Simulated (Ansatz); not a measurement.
## Electronic structure of Ru3 in real space

```yaml
atoms:
  - { symbol: Ru, position_ang: [-0.3499, -0.1737, 0.0078] }
  - { symbol: Ru, position_ang: [-2.5993, 0.0578, -0.1203] }
  - { symbol: Ru, position_ang: [-1.6879, -1.9921, 0.1896] }
```

Geometry: r2SCAN-D4/def2-TZVP; core potentials replace the inner electrons of Ru.

The calculation used Ansatz, RKS PBE0-D4/def2-TZVP.

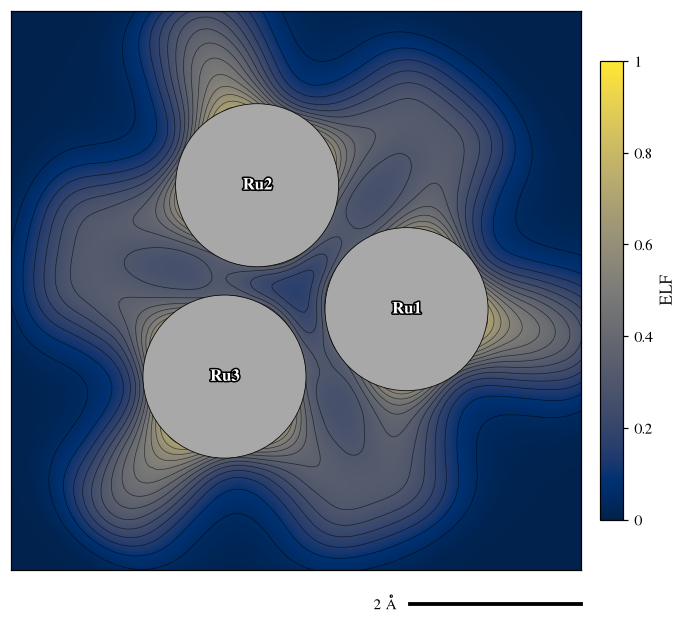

Figure 1. Electron localisation function on the molecular plane. Grey discs cover the atomic cores.

What do the fields say about this system?

- The plane passes through Ru nuclei.
- Ru–Ru (2.26 Å): the ELF is about 0.30 at the midpoint.

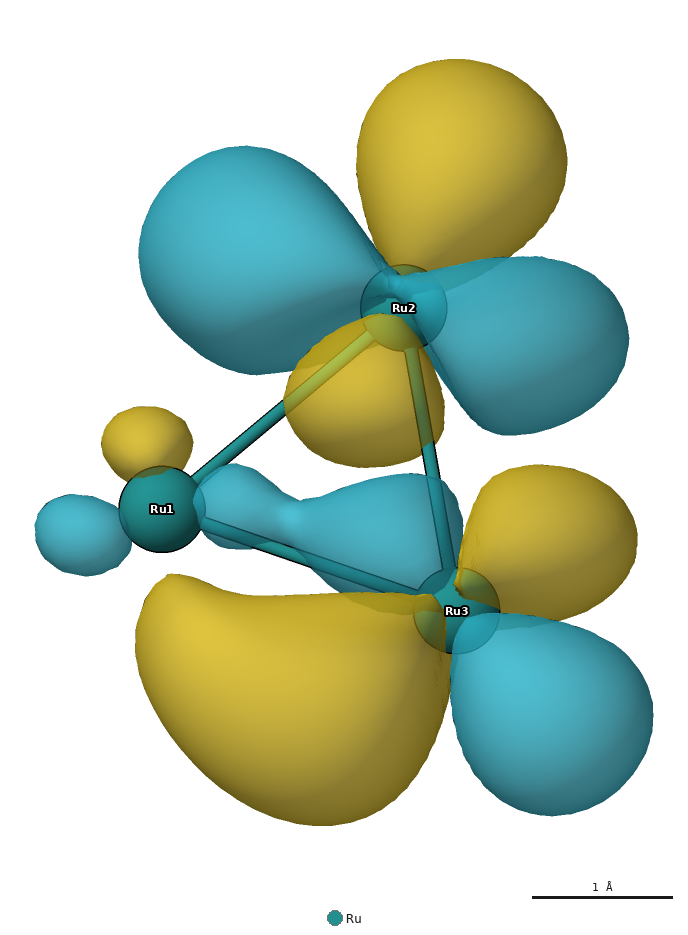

Figure 2. The HOMO at ±0.08 Å⁻³ᐟ² (yellow and cyan are the two phases), seen at a tilt.

What is the character of this orbital?

Its weight (Hirshfeld) is mainly on Ru2 (about 55 %), Ru3 (about 40 %) and Ru1 (about 5 %). It is one of a degenerate set, so its orientation is arbitrary. Its energy is −4.91 eV.

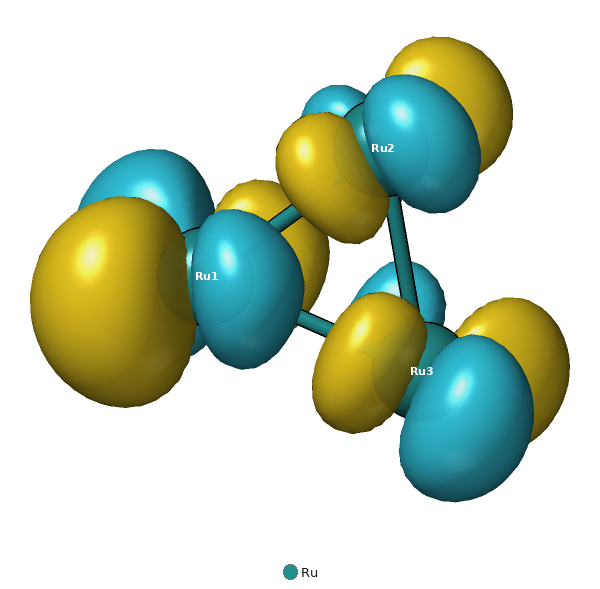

Figure 3. The LUMO at ±0.1 Å⁻³ᐟ² (yellow and cyan are the two phases), seen at a tilt.

Where does this orbital lie, and at what energy?

By Hirshfeld shares it lies mainly on Ru1 (about 55 %), Ru3 (about 25 %) and Ru2 (about 15 %). It is one of a degenerate set, so its orientation is arbitrary. Its energy is −2.44 eV.
